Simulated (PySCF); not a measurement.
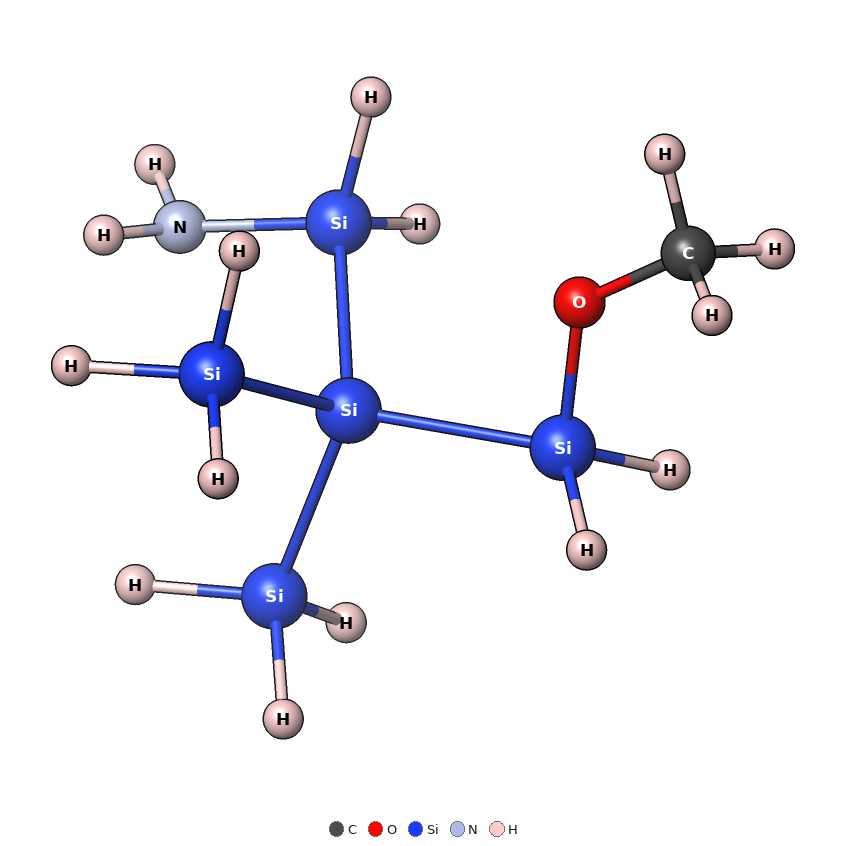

The computed structure is the end point of a GFN2-xTB optimisation. No frequency run is at hand to confirm it as a minimum. Properties computed with PBE0/pcSseg-1, gas phase (PySCF 2.14.0).

Computed properties:

The species is CH15NOSi5 (`CO[SiH2][Si]([SiH3])([SiH3])[SiH2]N`).
- dipole moment: 1.48 D
- HOMO energy (Kohn–Sham orbital): −7.23 eV
- LUMO energy (Kohn–Sham orbital): −0.79 eV
- HOMO–LUMO gap: 6.44 eV

The geometry is semi-empirical. Around Si such bond lengths and angles can be off by a tenth of an ångström or more and by several degrees, and values that hang on the shape move with them.
